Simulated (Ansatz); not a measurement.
**CH4AlFO: density, localisation and related maps**

```yaml
atoms:
  - { symbol: C, position_ang: [-0.9693, -0.5774, 1.7238] }
  - { symbol: Al, position_ang: [-2.0637, 2.0447, 1.1518] }
  - { symbol: F, position_ang: [-0.8274, 3.0296, 1.7001] }
  - { symbol: O, position_ang: [-1.8956, 0.3710, 1.2717] }
  - { symbol: H, position_ang: [-1.4249, -1.1954, 2.5086] }
  - { symbol: H, position_ang: [-0.6813, -1.2379, 0.8954] }
  - { symbol: H, position_ang: [-0.0596, -0.1138, 2.1310] }
  - { symbol: H, position_ang: [-3.3583, 2.6706, 0.5359] }
```

Geometry: PBE0-D3(BJ)/pcseg-1.

Computed with isolated molecule in a Gaussian basis; Kohn-Sham density functional theory, functional PBE0 in Ansatz 0.2.0.

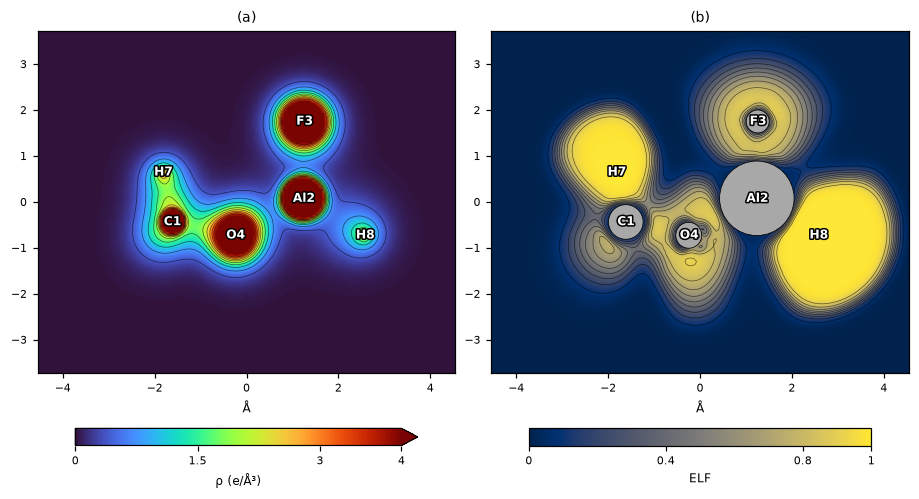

Figure 1. (a) electron density; (b) electron localisation function on the plane of atoms F3, Al2 and O4. Grey discs cover the atomic cores in the ELF map.

Question: Interpret the plot.

Answer:
- The plane passes through C, Al, F, O and H nuclei.
- C–O (1.40 Å): ρ is about 2.1 e/Å³ halfway, with its minimum of 1.7 e/Å³ about 0.5 Å from C; the ELF peaks at about 0.90 between the atoms (a shared but strongly polarised pair).
- Al–F (1.67 Å): ρ at the midpoint is about 0.87 e/Å³; the ELF peaks at about 0.85 in the valence shell of F, 0.5 Å from its nucleus, and is about 0.35 at the midpoint.
- Al–O (1.69 Å): ρ is about 0.9 e/Å³ halfway; the ELF peaks at about 0.90 in the valence shell of O, 0.6 Å from its nucleus, and is about 0.45 at the midpoint.
- C–H (1.10 Å): ρ at the midpoint is about 2 e/Å³; the ELF climbs to about 1 towards the hydrogen, as it does in any bond to H: a covalent bond by its length.
- Al–H (1.56 Å): ρ at the midpoint is about 0.59 e/Å³; the ELF climbs to about 1 towards the hydrogen.
- The ELF also peaks beside O4 and F3, away from the bonds: lone-pair regions.

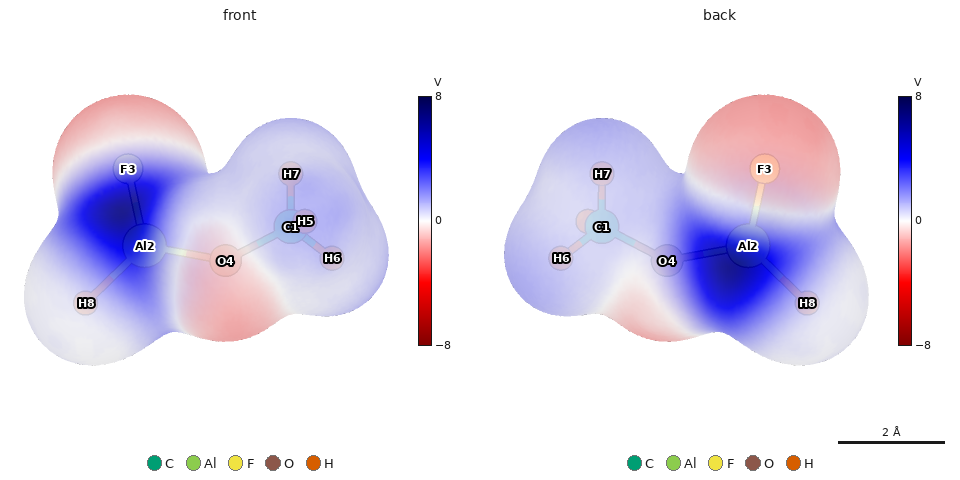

Figure 2. The molecular electrostatic potential painted on the density surface at 0.004 e/bohr³, seen from the front and from behind; red is negative and blue positive.

Question: Where is the surface potential most negative and most positive?

Answer: The most negative region (about −1.4 V, or −32 kcal/mol for a unit charge) lies over F3, the most positive (about +6.3 V, or +145 kcal/mol for a unit charge) over Al2.

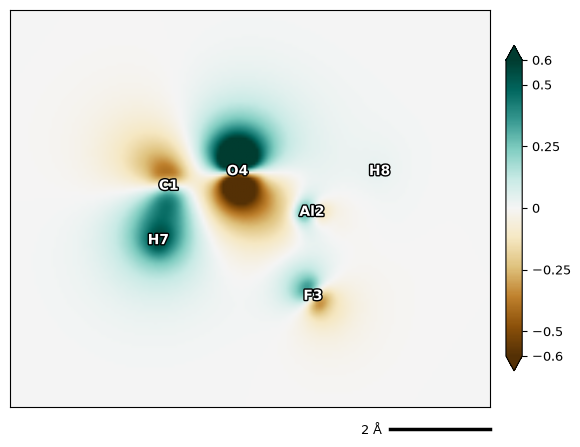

Figure 3. The HOMO−1 on the plane of atoms F3, Al2 and H8 (values in Å⁻³ᐟ²; the overall sign is arbitrary).

Question: Where does this orbital lie, and at what energy?

Answer: By Hirshfeld shares it lies mainly on O4 (about 55 %), C1 (about 15 %), H7 (about 10 %) and Al2 (about 5 %). Its energy is −8.60 eV.
